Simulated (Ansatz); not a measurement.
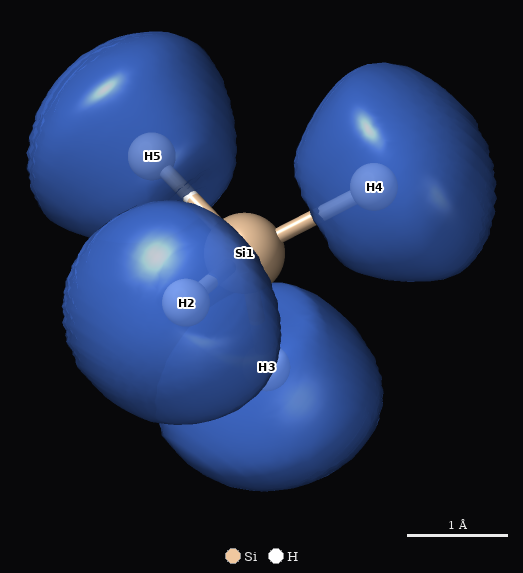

SiH4 (SMILES [SiH4]). Isosurface of the electron localisation function at 0.9 (blue), seen at a tilt. Only the valence region is drawn (cores and ρ < 0.01 e/Å³ removed).

Geometry: PBE0-D4/def2-TZVP.

Computed with Ansatz, RKS PBE0-D4/def2-TZVPP.

Input

```
crystal:
  periodic: [false, false, false]
  atoms:
    - {symbol: Si, position_ang: [-0.000002, 0.000025, -0.000066]}
    - {symbol: H, position_ang: [0.967630, -0.688444, 0.890873]}
    - {symbol: H, position_ang: [-1.331043, 0.044935, 0.655998]}
    - {symbol: H, position_ang: [-0.105079, -0.740349, -1.282645]}
    - {symbol: H, position_ang: [0.468493, 1.383843, -0.264159]}
basis:
  gaussian: {orbitals: def2-TZVPP}
hamiltonian: {xc: pbe0, dispersion: d4}
output: {orbitals: {seedname: orbitals}}
```

Launched as:

```sh
ansatz run in.yaml --threads 2 --pin off --events-out ev --progress --plain --max-ram 32768MiB --backend cpu
```

> Identify the bonds, lone pairs and shells in this picture.

The surface consists of four regions around hydrogen nuclei.

Values along the shortest contacts:
Si–H (1.48 Å): the ELF climbs to about 1 towards the hydrogen, as it does in any bond to H.
